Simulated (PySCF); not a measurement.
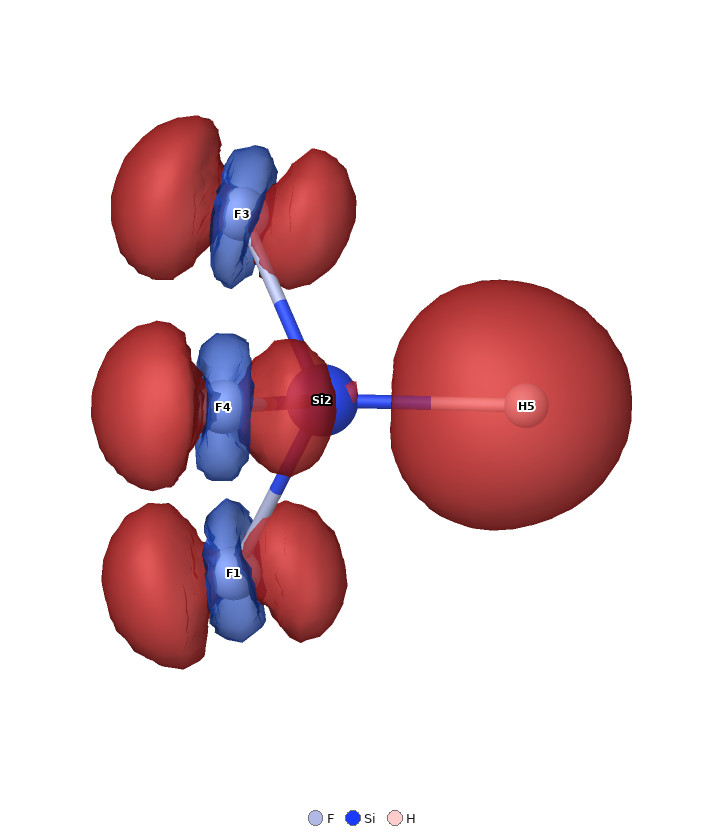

*F$_{3}$HSi, SMILES `F[SiH](F)F`. Fukui function f⁻ = ρ(N) − ρ(N−1) at fixed geometry, surfaces at ±0.04 e/Å³ (red positive, blue negative).*

Computed with PySCF, B3LYP/6-31+G*, geometry: GFN2-xTB. No frequency check shows the geometry to be a minimum.

### Which atoms respond most to the removal of an electron?

f⁻ (Hirshfeld-condensed) is largest on Si2 (0.25), H5 (0.24) and F1, F3 and F4 (0.17 each); the vertical ionisation energy is 14.47 eV. Condensed values hint at sites of electrophilic attack but needn't mark the atom that reacts. Shares this close don't rank the sites. Orbital relaxation makes it negative in places (0.11 e in all).
